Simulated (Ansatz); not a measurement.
**Run report: Si$_{4}$H$_{11}$OF, nudged elastic band (part 2 of 2)**

Si$_{4}$H$_{11}$OF; RKS PBE0-D4/def2-SVP (Ansatz 0.2.0). 

Geometry of the input (Å):
```
Si -0.2440  0.3366  -0.1937
Si 1.2752  -1.3687  0.3309
Si -0.5458  0.4263  -2.5173
Si -2.2957  -0.1028  0.8540
F  0.2656  1.8088  0.3044
H  2.4819  0.9989  2.7003
O  2.5598  0.9821  1.7440
H  2.6233  -1.1446  -0.2420
H  1.3314  -1.6778  1.7809
H  0.6677  -2.5501  -0.3564
H  -1.5040  1.5020  -2.8885
H  0.7440  0.6618  -3.2194
H  -1.1008  -0.8853  -2.9496
H  -2.7452  -1.4551  0.4250
H  -2.1449  -0.0922  2.3344
H  -3.3297  0.8949  0.4685
H  1.9612  1.6654  1.4246
```

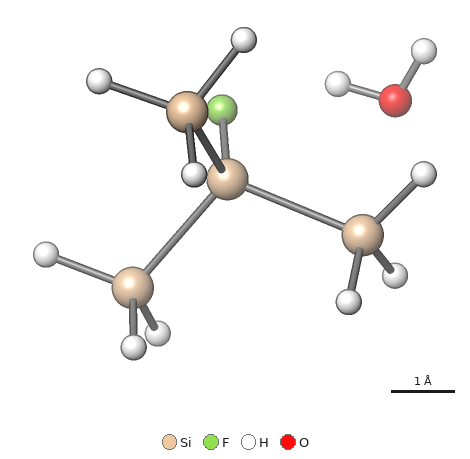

Figure 1. The structure as given in the input (ball-and-stick view, seen at a tilt).

```
WARN: NEB end point (image 6): the path dips 0.025773 eV below it before the top, so the barrier from the dip is that much higher. The path crosses a lower well, or the end point is a saddle point, which neb.relax_end_points tests for
Total energy: -36421.77198590 eV, -1338.4754329179 hartree
Atom 0 at    -0.313273     0.960072    -0.010494 Å, force     0.023534    -0.007410     0.023451 eV/Å
Atom 1 at     1.199902    -1.531690     0.268855 Å, force     0.000408     0.006272    -0.005789 eV/Å
Atom 2 at     0.050814     0.595822    -2.295323 Å, force    -0.003721    -0.001301     0.001059 eV/Å
Atom 3 at    -1.802328    -0.215617     1.358077 Å, force     0.002375    -0.003717    -0.006570 eV/Å
Atom 4 at    -0.907254     2.499859     0.111852 Å, force    -0.002145     0.023812    -0.003666 eV/Å
Atom 5 at     1.487910     0.405090     0.901912 Å, force     0.001377    -0.001450     0.008523 eV/Å
Atom 6 at     1.253804     1.465855     0.847530 Å, force    -0.033118    -0.021009    -0.018362 eV/Å
Atom 7 at     2.597106    -1.812192    -0.221967 Å, force     0.003077    -0.002365     0.000694 eV/Å
Atom 8 at     0.972088    -2.436475     1.450890 Å, force     0.000184     0.004598     0.001401 eV/Å
Atom 9 at     0.303612    -2.079072    -0.814783 Å, force     0.002571     0.003552    -0.000083 eV/Å
Atom 10 at    -0.149326     1.885636    -3.025680 Å, force    -0.003268    -0.000809    -0.002108 eV/Å
Atom 11 at     1.430573     0.086616    -2.549229 Å, force     0.001683     0.002565     0.000094 eV/Å
Atom 12 at    -0.952282    -0.403789    -2.769836 Å, force     0.001834    -0.000687     0.003157 eV/Å
Atom 13 at    -1.838112    -1.666565     1.020152 Å, force    -0.003627    -0.003177     0.003082 eV/Å
Atom 14 at    -1.304820    -0.037206     2.760399 Å, force    -0.001188    -0.001171    -0.000893 eV/Å
Atom 15 at    -3.179764     0.361550     1.267994 Å, force     0.001113     0.002045    -0.002326 eV/Å
Atom 16 at     1.151249     1.922304     1.699651 Å, force     0.008912     0.000251    -0.001666 eV/Å
Dipole moment:     0.057200     0.409633     0.329333 e Å
```

**The last band as extended XYZ (Å, eV, eV/Å)**
```
17
Properties=species:S:1:pos:R:3:forces:R:3 image=0 energy=-36423.19916
Si   -0.2440    0.3366   -0.1937   -0.2060  -0.6566  -0.1968
Si    1.2752   -1.3687    0.3309    0.0251   0.1154   0.0370
Si   -0.5458    0.4263   -2.5173    0.0069   0.0000   0.0859
Si   -2.2957   -0.1028    0.8540    0.0769   0.0216  -0.0440
F     0.2656    1.8088    0.3044    0.2951   0.7222   0.2872
H     2.4819    0.9989    2.7003   -0.1169   0.0512   0.1245
O     2.5598    0.9821    1.7440    0.1335  -0.2004  -0.2361
H     2.6233   -1.1446   -0.2420    0.1185   0.0217  -0.0706
H     1.3314   -1.6778    1.7809   -0.0153  -0.0285   0.1410
H     0.6677   -2.5501   -0.3564   -0.0598  -0.1088  -0.0620
H    -1.5040    1.5020   -2.8885   -0.0914   0.1027  -0.0275
H     0.7440    0.6618   -3.2194    0.1264   0.0230  -0.0589
H    -1.1008   -0.8853   -2.9496   -0.0537  -0.1289  -0.0424
H    -2.7452   -1.4551    0.4250   -0.0426  -0.1341  -0.0428
H    -2.1449   -0.0922    2.3344    0.0230   0.0019   0.1390
H    -3.3297    0.8949    0.4685   -0.0920   0.0993  -0.0389
H     1.9612    1.6654    1.4246   -0.1277   0.0985   0.0052
17
Properties=species:S:1:pos:R:3:forces:R:3 image=1 energy=-36422.89632
Si   -0.3547    0.4643   -0.2179   -0.0088  -0.0843  -0.0312
Si    1.1338   -1.3106    0.1886   -0.0129   0.0402  -0.0246
Si   -0.2439    0.4933   -2.5527   -0.0550  -0.0065  -0.0466
Si   -2.0753   -0.2299    1.1991   -0.0507  -0.0086  -0.0378
F    -0.0960    2.0409    0.2617    0.1477  -0.0995   0.0351
H     1.6616    0.6739    2.1609    0.0301   0.0485   0.2482
O     2.0936    1.1703    1.4595    0.1628  -0.0564   0.1200
H     2.5332   -1.2417   -0.3133   -0.0089   0.1132  -0.0233
H     1.1094   -1.8196    1.5985    0.0306   0.1143   0.0188
H     0.4061   -2.3421   -0.6362    0.0253  -0.0465   0.0271
H    -0.4985    1.8484   -3.1228   -0.0730   0.0037  -0.0117
H     1.1646    0.0920   -2.8698   -0.0499   0.0170  -0.0593
H    -1.1742   -0.5182   -3.1310   -0.0398  -0.0158  -0.0706
H    -2.2306   -1.7076    1.0479   -0.0724  -0.0156   0.0000
H    -1.5080    0.0386    2.5634   -0.0425   0.0000  -0.0380
H    -3.3917    0.4597    1.0822   -0.0411   0.0055  -0.0351
H     1.4706    1.8886    1.2820    0.0585  -0.0093  -0.0709
17
Properties=species:S:1:pos:R:3:forces:R:3 image=2 energy=-36421.77195
Si   -0.3133    0.9601   -0.0105    0.0235  -0.0074   0.0235
Si    1.1999   -1.5317    0.2689    0.0004   0.0063  -0.0058
Si    0.0508    0.5958   -2.2953   -0.0037  -0.0013   0.0011
Si   -1.8023   -0.2156    1.3581    0.0024  -0.0037  -0.0066
F    -0.9073    2.4999    0.1119   -0.0021   0.0238  -0.0037
H     1.4879    0.4051    0.9019    0.0014  -0.0014   0.0085
O     1.2538    1.4659    0.8475   -0.0331  -0.0210  -0.0184
H     2.5971   -1.8122   -0.2220    0.0031  -0.0024   0.0007
H     0.9721   -2.4365    1.4509    0.0002   0.0046   0.0014
H     0.3036   -2.0791   -0.8148    0.0026   0.0036  -0.0001
H    -0.1493    1.8856   -3.0257   -0.0033  -0.0008  -0.0021
H     1.4306    0.0866   -2.5492    0.0017   0.0026   0.0001
H    -0.9523   -0.4038   -2.7698    0.0018  -0.0007   0.0032
H    -1.8381   -1.6666    1.0202   -0.0036  -0.0032   0.0031
H    -1.3048   -0.0372    2.7604   -0.0012  -0.0012  -0.0009
H    -3.1798    0.3615    1.2680    0.0011   0.0020  -0.0023
H     1.1512    1.9223    1.6997    0.0089   0.0003  -0.0017
17
Properties=species:S:1:pos:R:3:forces:R:3 image=3 energy=-36423.78662
Si   -0.5190    1.4696    0.0319   -0.0260   0.0125   0.0024
Si    1.5235   -1.9944    0.2565    0.0101  -0.0210  -0.0002
Si   -0.0174    0.8097   -2.1699    0.0021   0.0101   0.0069
Si   -1.7240   -0.0444    1.3891    0.0107   0.0145  -0.0052
F    -1.4895    2.7841   -0.0557   -0.0165   0.0090  -0.0085
H     1.4705   -0.6013    0.7928    0.0005  -0.0371  -0.0046
O     0.9245    1.9239    0.7182   -0.0043   0.0210  -0.0075
H     2.8848   -2.2513   -0.2965    0.0111  -0.0164  -0.0032
H     1.2239   -2.9585    1.3552    0.0047  -0.0158   0.0008
H     0.5075   -2.1484   -0.8274    0.0059  -0.0036   0.0016
H    -0.0793    2.0077   -3.0612    0.0054   0.0024  -0.0036
H     1.3485    0.2081   -2.2431   -0.0041   0.0017   0.0071
H    -1.0170   -0.1985   -2.6413   -0.0031   0.0082   0.0100
H    -1.4257   -1.4663    1.0332    0.0123   0.0090   0.0059
H    -1.3531    0.1669    2.8252   -0.0007   0.0065   0.0037
H    -3.1918    0.1878    1.2295    0.0028  -0.0039  -0.0063
H     0.9333    2.1055    1.6635   -0.0108   0.0030   0.0005
17
Properties=species:S:1:pos:R:3:forces:R:3 image=4 energy=-36423.80533
Si   -0.4853    1.4370    0.0205   -0.0019   0.0033  -0.0072
Si    1.6908   -1.9926    0.3626   -0.0016  -0.0017  -0.0026
Si   -0.2119    0.8721   -2.2469    0.0041  -0.0044  -0.0058
Si   -1.8285    0.0310    1.3513   -0.0031   0.0012  -0.0007
F    -1.2421    2.8863    0.0966    0.0045   0.0005   0.0123
H     1.7176   -1.1078    1.5616    0.0000  -0.0063   0.0130
O     1.0503    1.5920    0.6378    0.0148  -0.0294  -0.0134
H     3.0274   -2.0013   -0.2994    0.0061   0.0184   0.0093
H     1.3285   -3.3790    0.7809   -0.0020  -0.0056  -0.0077
H     0.6676   -1.4970   -0.6061    0.0039   0.0064   0.0041
H    -0.5981    2.0384   -3.0983   -0.0068   0.0012  -0.0003
H     1.2100    0.5044   -2.5184   -0.0017   0.0021  -0.0031
H    -1.0915   -0.2877   -2.5920   -0.0038  -0.0026   0.0050
H    -1.3005   -1.3676    1.3851   -0.0022  -0.0003  -0.0028
H    -1.8517    0.5575    2.7531    0.0016   0.0015   0.0017
H    -3.2263    0.0041    0.8229   -0.0012   0.0054  -0.0008
H     1.1436    1.7103    1.5887   -0.0108   0.0101  -0.0009
17
Properties=species:S:1:pos:R:3:forces:R:3 image=5 energy=-36423.81184
Si   -0.5159    1.5034    0.1605   -0.0274   0.0117   0.0098
Si    1.5544   -2.1258    0.0244   -0.0011  -0.0017  -0.0008
Si   -0.0131    0.9574   -2.0687    0.0052   0.0038  -0.0015
Si   -1.7564   -0.0420    1.4329    0.0090  -0.0038  -0.0004
F    -1.4803    2.8276    0.1311    0.0162  -0.0147  -0.0044
H     1.7000   -0.7822    0.6575    0.0015   0.0000  -0.0020
O     0.9262    1.8955    0.8856    0.0012   0.0012  -0.0084
H     2.7587   -2.4183   -0.8073   -0.0028  -0.0024  -0.0026
H     1.4062   -3.1659    1.0850   -0.0007  -0.0004   0.0000
H     0.3385   -2.1336   -0.8447   -0.0020  -0.0003   0.0003
H     0.0436    2.2134   -2.8767    0.0052   0.0005  -0.0015
H     1.2993    0.2495   -2.1605    0.0015  -0.0004   0.0028
H    -1.0829    0.0706   -2.6220   -0.0005   0.0033   0.0057
H    -1.0613   -1.3616    1.5391    0.0011   0.0001   0.0025
H    -1.9384    0.5042    2.8156   -0.0015   0.0000  -0.0009
H    -3.1005   -0.2514    0.8140    0.0018  -0.0024   0.0011
H     0.9219    2.0593    1.8342   -0.0062   0.0055   0.0005
17
Properties=species:S:1:pos:R:3:forces:R:3 image=6 energy=-36423.78606
Si   -0.6651    1.5475    0.1817    0.2590  -0.7920  -0.1841
Si    1.4688   -2.1992   -0.1575    0.0014  -0.0040  -0.0014
Si    0.0173    0.9972   -1.9972   -0.0476   0.0226   0.1386
Si   -1.4576   -0.1606    1.5994    0.0430   0.0911  -0.0883
F    -1.9207    2.5476    0.0324   -0.6983   0.5340  -0.0793
H     2.0494   -0.9917    0.4807    0.0579   0.1345   0.0687
O     0.5989    2.3532    0.8529    0.4680   0.2197   0.0894
H     2.3023   -2.6039   -1.3171    0.0836  -0.0370  -0.1167
H     1.4051   -3.3059    0.8300   -0.0075  -0.1077   0.1010
H     0.0928   -1.8908   -0.6306   -0.1455   0.0273  -0.0509
H     0.1046    2.2424   -2.8063    0.0053   0.1184  -0.0689
H     1.3459    0.3302   -1.9899    0.1324  -0.0638   0.0008
H    -0.9771    0.0825   -2.6184   -0.0983  -0.0894  -0.0651
H    -0.3492   -1.0324    2.0738    0.1085  -0.0839   0.0534
H    -2.0945    0.4670    2.7918   -0.0551   0.0600   0.1074
H    -2.4665   -0.9998    0.9007   -0.1006  -0.0821  -0.0687
H     0.5454    2.6169    1.7734   -0.0062   0.0526   0.1639
```

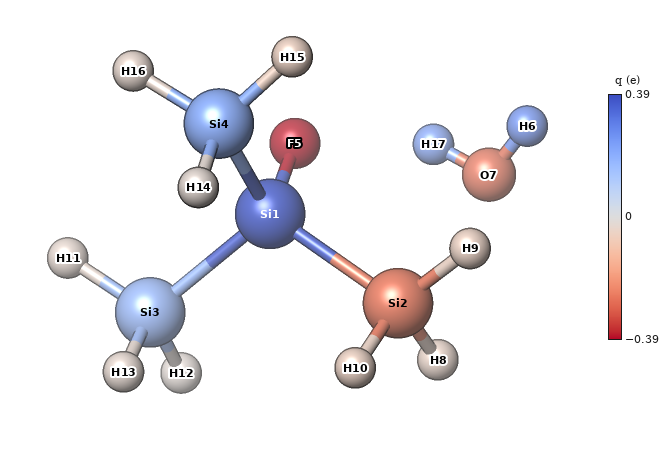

Figure 2. Mulliken charges, as the colour of each atom (ball-and-stick view, seen at a tilt; atoms are numbered from 1 in the order of the input). By element: Si −0.25 to +0.36, F −0.37, H −0.05 to +0.26 and O −0.26 e.
